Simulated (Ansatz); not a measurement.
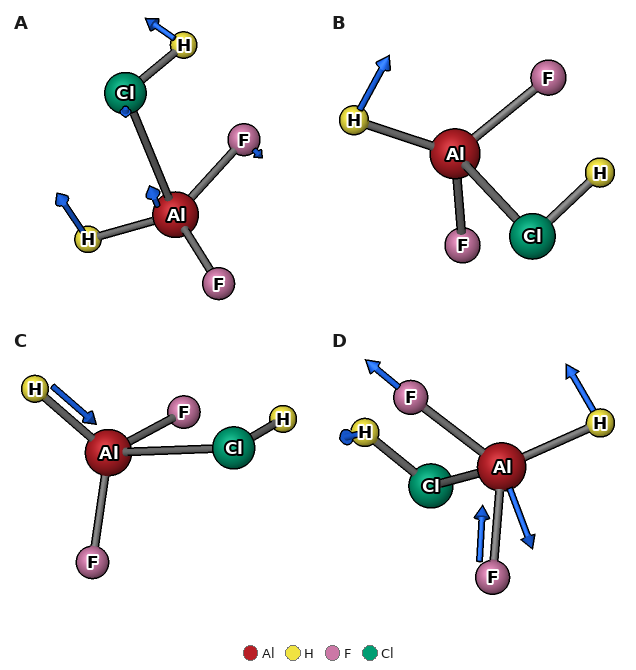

4 normal modes of one molecule or complex, as arrows. Harmonic vibrations computed with RKS PBE0-D4/def2-TZVP (Ansatz 0.2.0) at a stationary point of the same level.

> Match the panels to the wavenumbers 209 cm⁻¹, 651 cm⁻¹, 891 cm⁻¹, 2012 cm⁻¹.

A: 209 cm⁻¹
B: 651 cm⁻¹, F–Al–H bending
C: 2012 cm⁻¹, Al–H stretching
D: 891 cm⁻¹
